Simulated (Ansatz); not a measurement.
## Electronic structure of BH₅OSi in real space

Input file:

```
crystal:
  periodic: [false, false, false]
  atoms:
    - {symbol: B, position_ang: [-0.155593, 0.344032, -1.044681]}
    - {symbol: O, position_ang: [0.142045, -0.034537, 0.215103]}
    - {symbol: Si, position_ang: [0.730273, 0.750707, 1.555447]}
    - {symbol: H, position_ang: [-0.574112, -0.483171, -1.798114]}
    - {symbol: H, position_ang: [0.001966, 1.484388, -1.381833]}
    - {symbol: H, position_ang: [0.963966, 2.180856, 1.250738]}
    - {symbol: H, position_ang: [-0.267064, 0.612696, 2.636314]}
    - {symbol: H, position_ang: [1.995492, 0.095967, 1.946010]}
basis:
  gaussian: {orbitals: def2-TZVPD}
hamiltonian: {xc: {name: PBE0}}
output: {forces: true, orbitals: {seedname: orbitals}}
```

Launched as:

```sh
ansatz run input.yaml --threads 2 --pin off --max-ram 4350MiB --events-out events.jsonl --progress --plain --runs-dir runs
```

Geometry: B3LYP-D4/def2-TZVP.

Computed with isolated molecule in a Gaussian basis; Kohn-Sham density functional theory, functional PBE0 (Ansatz).

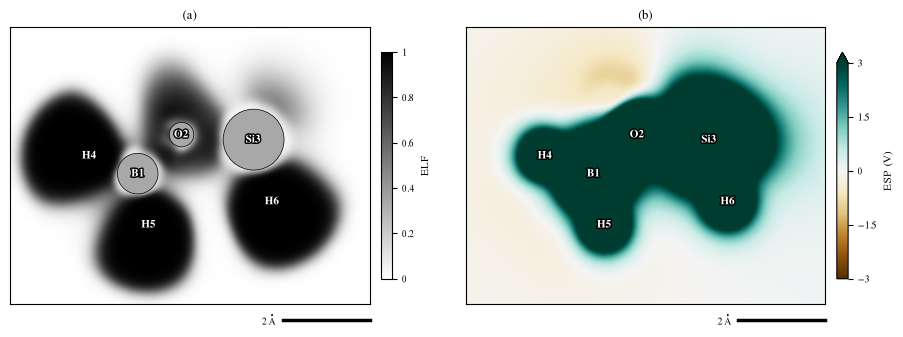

Figure 1. (a) ELF; (b) molecular electrostatic potential on the plane of atoms O2, B1 and H4. Grey discs cover the atomic cores in the ELF map.

### What does the map show?

- The section cuts through B, O, Si and H sites.
- B–O (1.35 Å): the ELF peaks at about 0.90 between the atoms; a short, strongly polar bond.
- Si–O (1.66 Å): the ELF peaks at about 0.90 between the atoms; a polar covalent bond.
- B–H (1.19 Å): the ELF climbs to about 1 towards the hydrogen, as it does in any bond to H: an ordinary covalent bond to hydrogen.
- Si–H (1.48 Å): the ELF climbs to about 1 towards the hydrogen.
- The ELF also peaks beside O2, away from the bonds: lone-pair regions.
- Outside the dense part of the molecule the potential is most negative (−0.9 V) near O2.

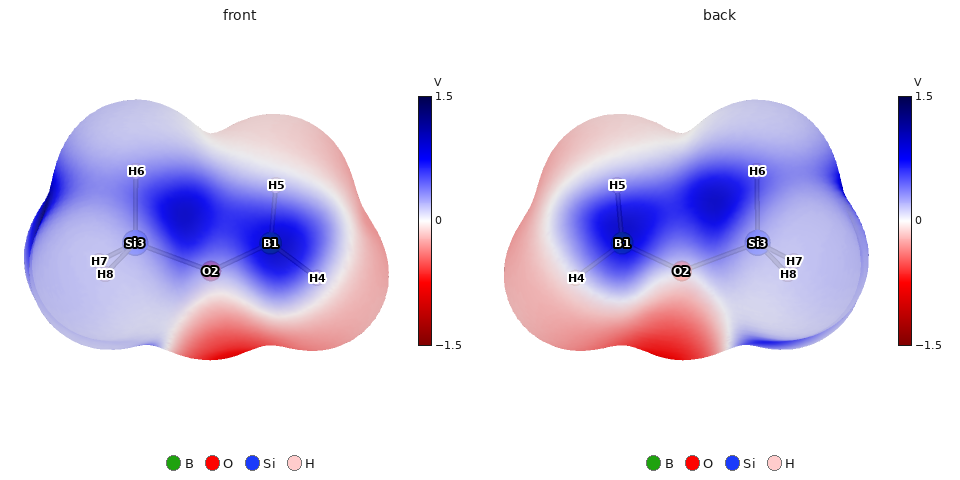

Figure 2. The molecular electrostatic potential painted on the density surface at 0.001 e/bohr³, seen from the front and from behind; red is negative and blue positive.

### Which sites attract a positive test charge, and which a negative one?

A positive charge is drawn to the negative regions and a negative charge to the positive ones. The most negative region (about −0.8 V) lies over O2, the most positive (about +1.2 V) over Si3.

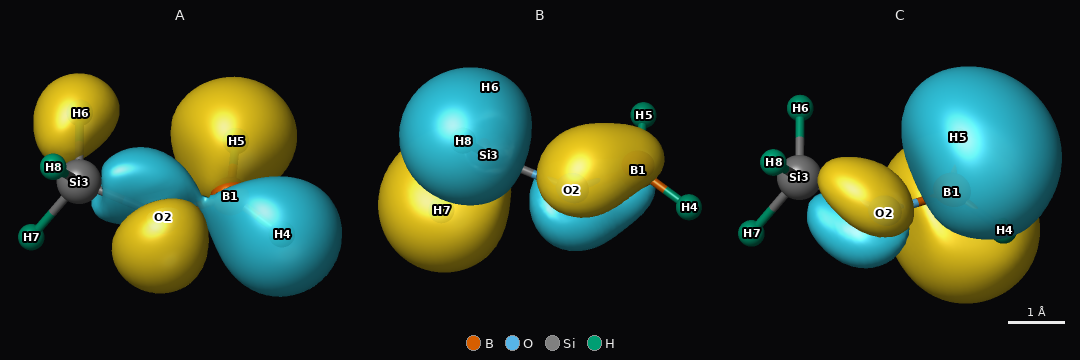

Figure 3. Three frontier orbitals at ±0.08 Å⁻³ᐟ² (yellow and cyan are the two phases), in no order.

### Order the three orbitals by energy and name them.

B is the HOMO−1 (−9.53 eV). Its weight (Hirshfeld) is mainly on Si3 (about 30 %), H8 (about 20 %), H7 (about 20 %) and O2 (about 20 %). A is the HOMO (−8.47 eV). Its weight (Hirshfeld) is mainly on O2 (about 30 %), B1 (about 25 %), H5 (about 20 %) and H4 (about 15 %). C is the LUMO (−0.71 eV). Its weight (Hirshfeld) is mainly on B1 (about 65 %), O2 (about 10 %), H5 (about 10 %) and H4 (about 10 %).

### What is the HOMO–LUMO gap?

7.76 eV between the orbital energies.

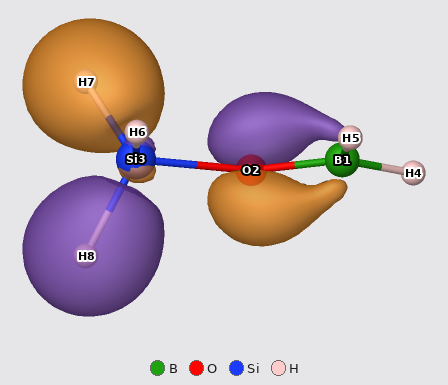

Figure 4. The HOMO−1 at ±0.15 Å⁻³ᐟ² (orange and purple are the two phases), seen from one side.

### Describe this orbital and give its energy.

Its weight (Hirshfeld) is mainly on Si3 (about 30 %), H8 (about 20 %), H7 (about 20 %) and O2 (about 20 %). Its energy is −9.53 eV.
